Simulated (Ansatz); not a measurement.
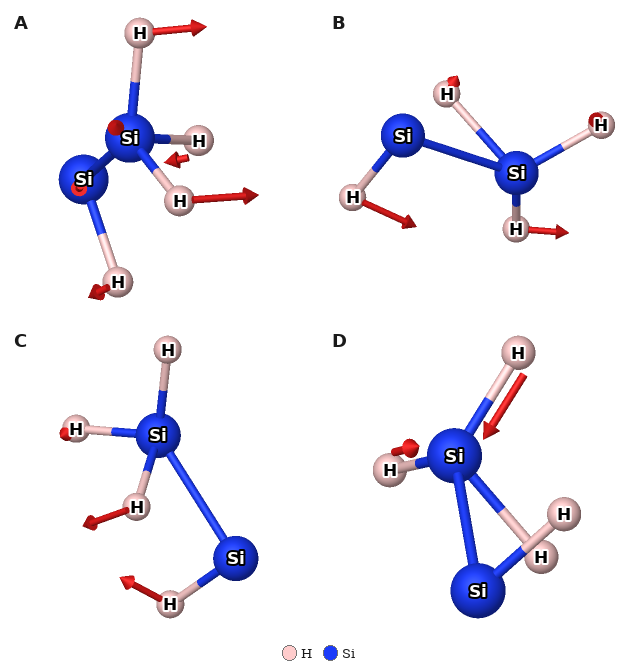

4 normal modes of one molecule or complex, as arrows. Harmonic vibrations computed with RKS PBE0-D4/def2-TZVP (Ansatz 0.2.0) at a stationary point of the same level.

Match the panels to the wavenumbers 481 cm⁻¹, 683 cm⁻¹, 854 cm⁻¹, 2198 cm⁻¹.

Answer. A: 481 cm⁻¹
B: 683 cm⁻¹, H–Si–Si bending
C: 854 cm⁻¹, H–Si–H bending
D: 2198 cm⁻¹, in-phase stretching of 2 Si–H bonds
